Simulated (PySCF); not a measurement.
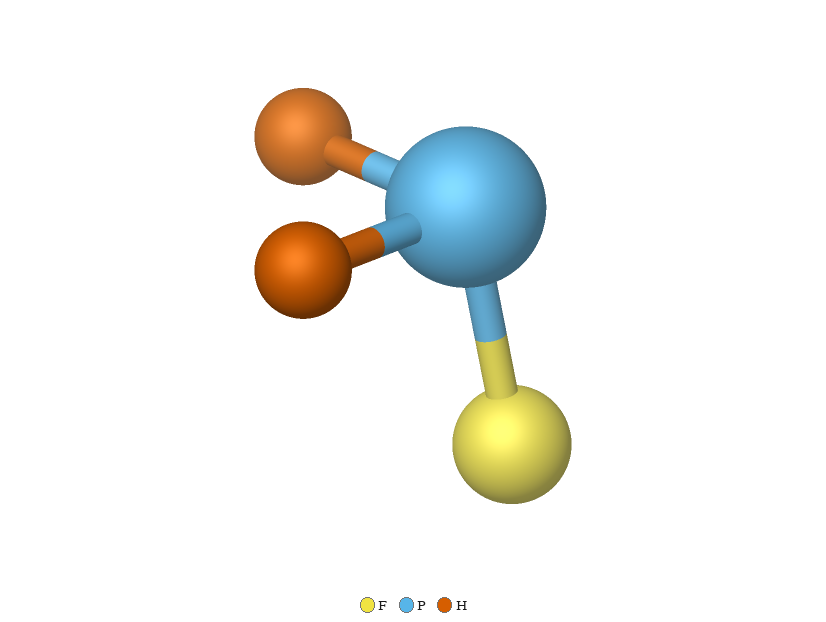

Ball-and-stick drawing of a structure. Every bond is drawn as one stick, whatever its order.

Computed geometry: PBE0-D3(BJ)/def2-SVP optimisation. No frequency run is at hand to confirm it as a minimum.

Which formula does it have?

Answer. FH₂P, 4 atoms: 1 fluorine, 2 hydrogen and 1 phosphorus.

How many atoms are distinct by symmetry?

Answer. 3: 1 F, 1 P, 2 H.

What is its SMILES?

Answer. FP

How many bonds of each kind are drawn?

Answer. 2 P–H, 1 F–P.

More results for the same structure follow; atom numbers are the same in all pictures, views and colours differ.

Bond orders

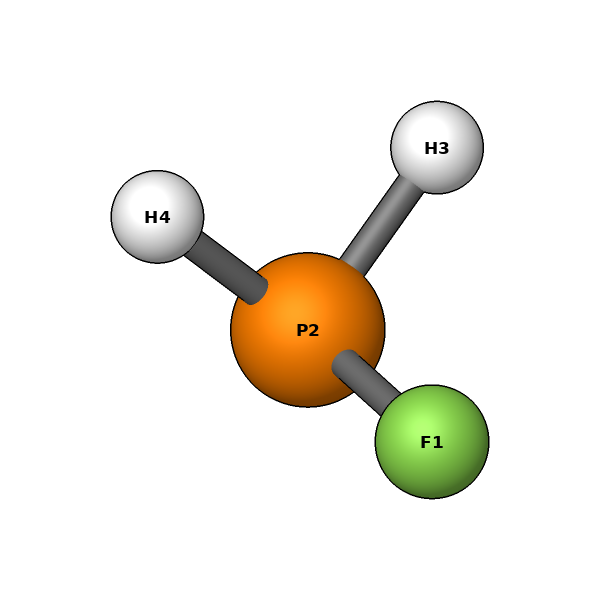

Every bond is drawn as one stick. No frequency run is at hand to confirm it as a minimum. Computed with PBE0/pcSseg-1 in acetone (IEF-PCM) (PySCF 2.14.0).

List the Mayer bond orders of F1–P2, P2–H3 (one bond of each equivalent set).

```
 bond  Mayer order  length (Å)
F1–P2         0.82       1.625
P2–H3         0.94       1.436
```

Charges

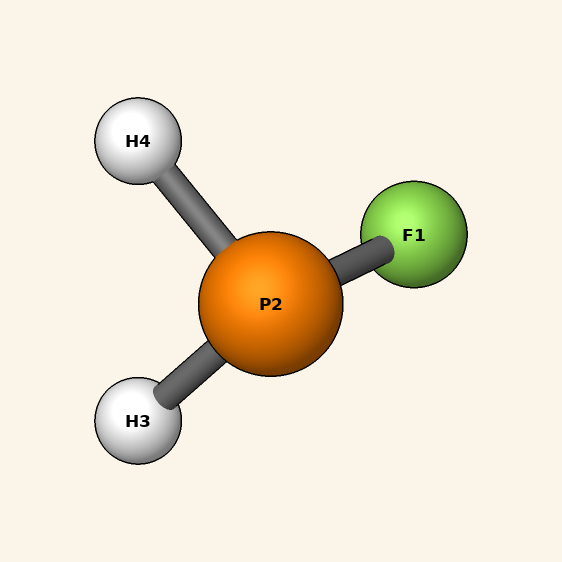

The questions are on Mulliken charges. No frequency run is at hand to confirm it as a minimum. Method: PBE0/pcSseg-1, gas phase (PySCF 2.14.0).

List the Mulliken charges.

| atom | value (e) |
| --- | --- |
| F1 | −0.42 |
| P2 | 0.41 |
| H3 | 0.01 |
| H4 | 0.01 |

NMR shielding

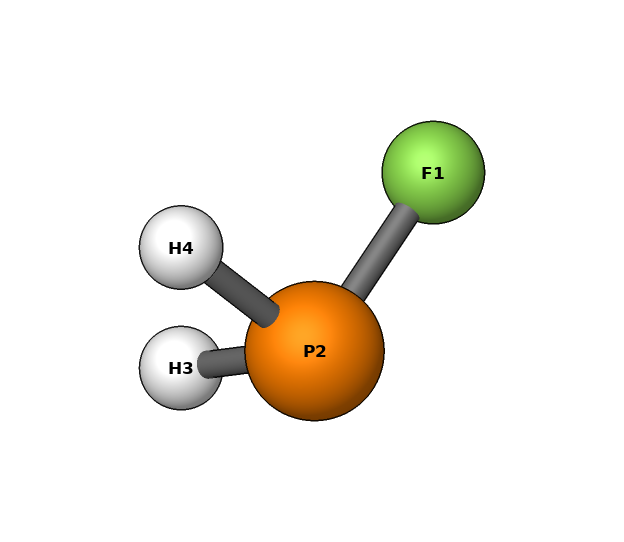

No frequency run is at hand to confirm it as a minimum. Properties computed with GIAO KT3/pcSseg-2 NMR shielding, non-relativistic, gas phase (PySCF 2.14.0). Principal shieldings σ11 ≤ σ22 ≤ σ33, span Ω = σ33 − σ11, skew κ = 3(σiso − σ22)/Ω.

Give the shielding tensors of the P atoms.

```
atom    σ11    σ22    σ33   σiso      Ω     κ
  P2  −98.7  204.4  567.9  224.5  666.6  0.09
```

Shieldings and span in ppm.

Mulliken values depend strongly on the basis set and can even reverse the polarity of a bond.
